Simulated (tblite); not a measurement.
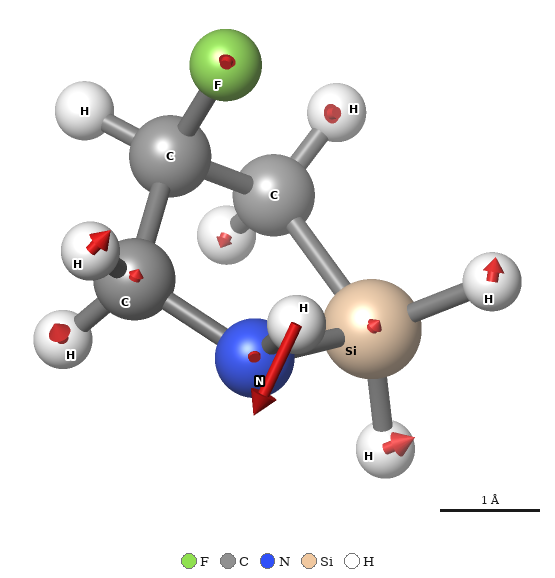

This is a relaxation of C3H8FNSi. The starting structure is drawn; red arrows show the displacements, at their true length. The two geometries are superimposed by the best rigid fit.

Style: ball-and-stick. Shown from a free direction.

The calculation used GFN2-xTB geometry optimisation, gas phase in tblite 0.8.0. 

### Describe the change and its energy.

The largest move after the best rigid fit is that of an H atom, 1.04 Å. By element the largest moves are H 1.04 Å, F 0.16 Å, Si 0.14 Å, C 0.13 Å, N 0.09 Å. Near-neighbour distances that change, for instance: H–N 1.035 → 1.004 Å, C–N 1.476 → 1.445 Å, C–C 1.551 → 1.528 Å, H–Si 1.485 → 1.464 Å. Among the angles between lasting bonds that change: Si–N–H 105.3° → 127.6°, C–N–H 106.4° → 115.2°, N–Si–H 107.9° → 115.5°. After 92 geometry steps the energy has fallen by 6.18 kcal/mol.
